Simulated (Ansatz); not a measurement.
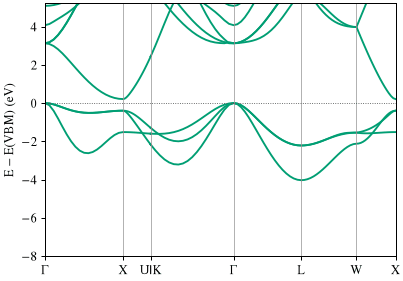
Band structure from the program Ansatz at the PBE level (PAW)

**Question.** Read off the gap and where the band edges lie.

**Answer.** About 0.2 eV (0.21 eV by a search for the band edges); maximum at Γ, minimum at X.

**Question.** Pick the material that matches.
A. BN, rock salt
B. CuI, zinc blende
C. YN, rock salt
D. BeTe, zinc blende

**Answer.** C, YN, rock salt

Space group Fm-3m (rock salt). The PBE relaxation kept the symmetry of its start. No spin polarisation was allowed. Scalar-relativistic: spin–orbit coupling is off unless named, which matters more the heavier the elements.

Potentials: the later of the program's two PAW sets.
